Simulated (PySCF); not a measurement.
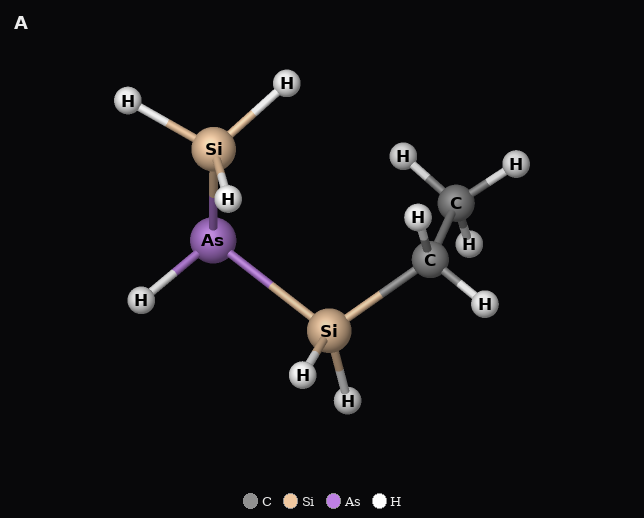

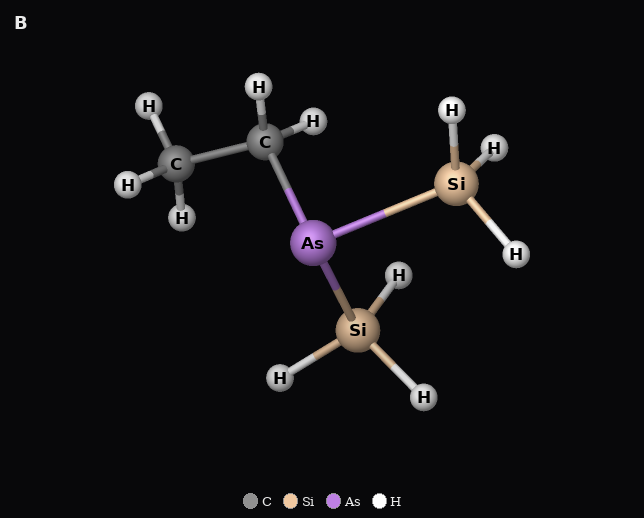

2 stationary structures of one formula. Geometries: PBE0-D3(BJ)/def2-SVP. Electronic energies: PBE0-D3(BJ)/def2-SVP (PySCF 2.14.0), without zero-point energy. No frequency run is at hand to confirm each as a minimum. Each is one conformer, not always the lowest.

Which structure is the most stable?

Answer. A is lowest; B lies 0.320 eV above it. A is `CC[SiH2][AsH][SiH3]`, B is `CC[As]([SiH3])[SiH3]`.
